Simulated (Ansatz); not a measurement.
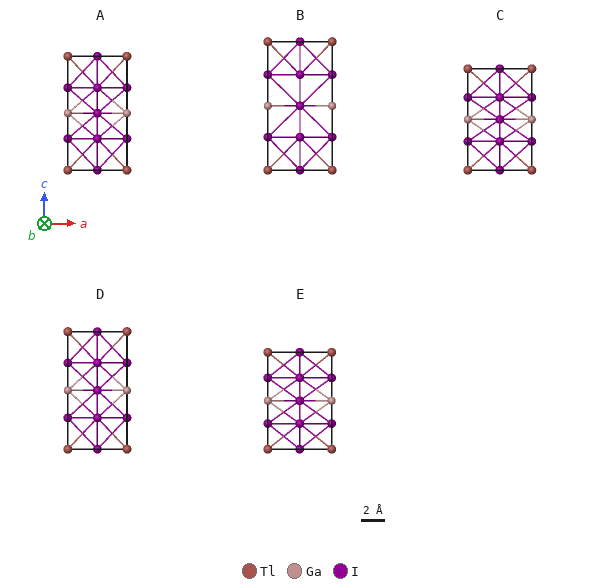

5 geometries from one relaxation of solid TlGaI$_{6}$ (built on the AlSiNi6-123 type type), in shuffled order. Style: ball-and-stick. Shown: the cell of the calculation, along the b axis.

Computed with Ansatz 0.2.0, DFT, PBEsol, plane waves, PAW. Settings: plane-wave cutoff 420 eV; k-point mesh 4 × 4 × 2; occupations fermi dirac; smearing width 0.03 eV; no spin polarisation; cell and atoms relaxed; force threshold 0.01 eV/Å; at most 120 steps.

Put them in the order of the run, from the start to the converged end.

Answer. B, D, A, C, E. They are steps 0, 2, 4, 6, 10, at +226 meV per atom, +60.9 meV per atom, +52.4 meV per atom, +13.1 meV per atom relative to the last. The largest moves relative to the cell, 0.057 Å, are those of I atoms. Ga and Tl stay in place. Cell: a = b 5.631 → 5.583 Å (−0.8 %), c 11.241 → 8.472 Å (−24.6 %). Volume −25.9 %. Near-neighbour distances that change, for instance: I–I 5.463 → 4.002 Å, I–I 3.923 → 3.435 Å, Ga–I 3.923 → 3.435 Å, I–I 4.034 → 3.576 Å. The space group stays P4/mmm (No. 123). The energy falls by 226 meV per atom in 9 accepted moves (10 points after the start). The largest force component goes from 0.1 to 0.0018 eV/Å. The pressure goes from −3.33 to 0.00 GPa. The SCF was repeated once at an unchanged geometry on a basis and grid sized afresh for the cell, which shifted the energy by 0.8 meV per atom at most. Cost: 2.7 min on 4 threads of Intel(R) Xeon(R) Processor @ 2.50GHz (Skylake/Cascade Lake), with other jobs on the host, peak memory 1.1 GiB.

Limits of the set-up: layers or molecules are held without a dispersion correction, so their spacing is unreliable.
